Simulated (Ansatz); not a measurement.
```json
{"atom": "F", "x (Å)": "-1.3017", "y (Å)": "-2.0840", "z (Å)": "0.8931"}
{"atom": "Si", "x (Å)": "-0.4623", "y (Å)": "-0.7953", "z (Å)": "1.3182"}
{"atom": "N", "x (Å)": "0.5592", "y (Å)": "-0.2622", "z (Å)": "0.0380"}
{"atom": "Si", "x (Å)": "0.2326", "y (Å)": "0.8469", "z (Å)": "-1.1997"}
{"atom": "F", "x (Å)": "-1.3253", "y (Å)": "1.1078", "z (Å)": "-1.1985"}
{"atom": "Cl", "x (Å)": "1.1455", "y (Å)": "2.6368", "z (Å)": "-0.9284"}
{"atom": "Cl", "x (Å)": "0.7928", "y (Å)": "0.1250", "z (Å)": "-3.0070"}
{"atom": "H", "x (Å)": "0.3962", "y (Å)": "-1.2002", "z (Å)": "2.4511"}
{"atom": "H", "x (Å)": "-1.4236", "y (Å)": "0.2751", "z (Å)": "1.6421"}
{"atom": "H", "x (Å)": "1.4696", "y (Å)": "-0.7008", "z (Å)": "-0.0059"}
```

Geometry: PBE0-D4/def2-TZVP.

Method: RKS PBE0-D4/def2-TZVPP (Ansatz).

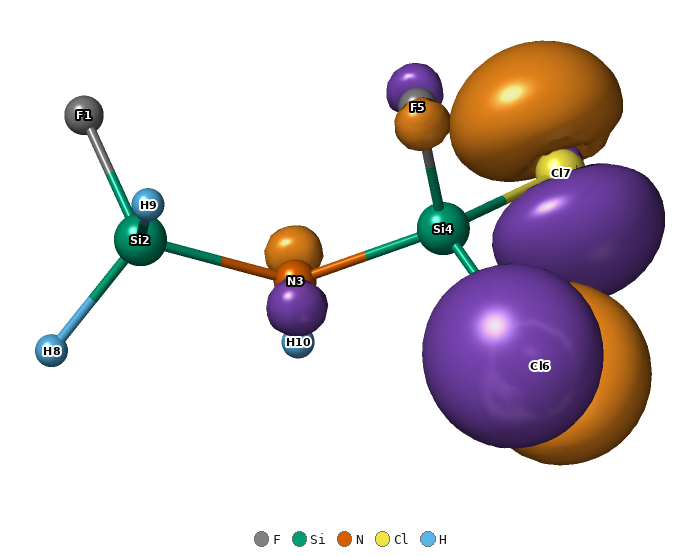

Cl₂F₂H₃NSi₂ (SMILES F[SiH2]N[Si](F)(Cl)Cl). The HOMO−1 at ±0.15 Å⁻³ᐟ² (orange and purple are the two phases), seen from one side.

**What is the character of this orbital?**

Its weight (Hirshfeld) is mainly on Cl6 (about 50 %) and Cl7 (about 40 %); largely a combination of lone pairs on Cl6 and Cl7. Its energy is −9.58 eV.
